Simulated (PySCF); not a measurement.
# C₃H₄F₄Si: what the fields show

Input

```
{"job": {"kind": "nmr", "xc": "PBE0", "basis": "pcSseg-1"}, "charge": 0, "multiplicity": 1}
F      0.077392     0.398046     1.668197
C      0.383174     0.086750     0.398201
Si     2.258739    -0.023187     0.074849
C     -0.599637    -0.100331    -0.475064
C     -2.055397     0.006596    -0.134970
F     -2.468422    -0.962701     0.700809
F     -2.380721     1.171806     0.444992
F     -2.819196    -0.095938    -1.234919
H      2.803705    -0.880785     1.122668
H      2.409554    -0.590362    -1.261823
H      2.773896     1.340447     0.168911
H     -0.381888    -0.351026    -1.497877
```

Launched as:

```sh
OMP_NUM_THREADS=1 python probes_run.py task.json out
```

Geometry: GFN2-xTB.

The calculation used PySCF, PBE0/pcSseg-1, SCF density, gas phase, non-relativistic.

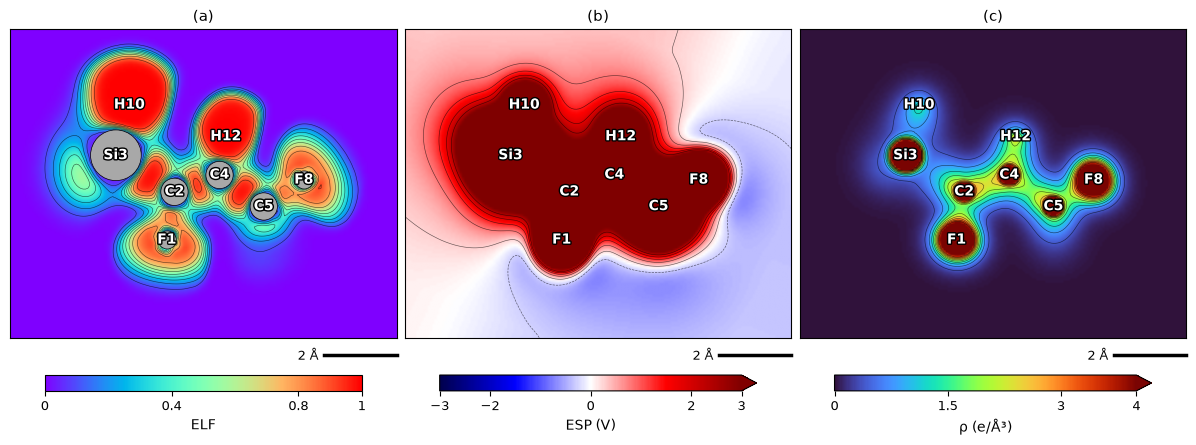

Figure 1. (a) electron localisation function; (b) electrostatic potential; (c) electron density on the plane of atoms F1, C2 and C4. Grey discs cover the atomic cores in the ELF map.

> Read the bonding off the picture.

The section cuts through F, C, Si and H sites.
C–C (1.33 Å): ρ is about 2.3 e/Å³ halfway; the ELF peaks at about 0.95 between the atoms: a multiple bond.
C–F (1.34 Å): ρ at the midpoint is about 2.3 e/Å³; the ELF peaks at about 0.85 between the atoms (a polar covalent bond).
C–Si (1.91 Å): the density is about 0.92 e/Å³ at the midpoint; the ELF peaks at about 1 between the atoms (a shared electron pair).
C–H (1.08 Å): ρ is about 2.1 e/Å³ halfway; the ELF climbs to about 1 towards the hydrogen, as it does in any bond to H (a covalent bond by its length).
C–C (1.50 Å): the density is about 1.8 e/Å³ at the midpoint; the ELF peaks at about 1 between the atoms (a covalent bond).
The ELF also peaks beside F1 and F8, away from the bonds: lone-pair regions.
Outside the dense part of the molecule the potential is most negative (−0.7 V) near F1.

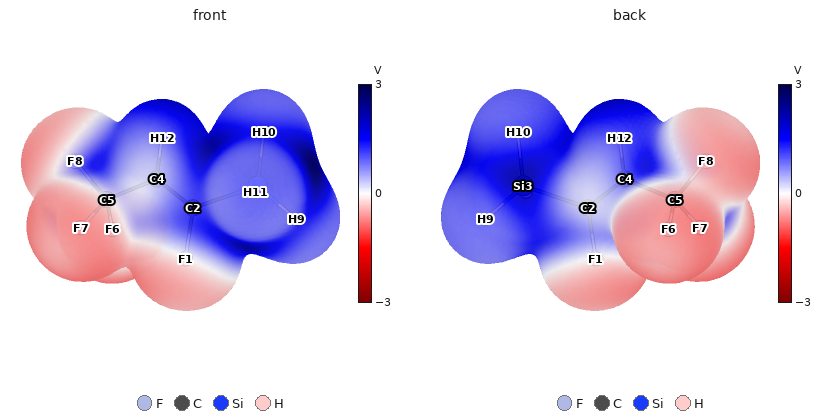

Figure 2. The electrostatic potential painted on the density surface at 0.004 e/bohr³, seen from the front and from behind; the colour scale runs from red (negative) to blue (positive).

> Describe the electrostatic potential map.

The most negative region (about −0.8 V) lies over F6 and F7, the most positive (about +2.7 V) over Si3.

> What dipole moment does the calculation give?

Its dipole moment is 3.68 D.
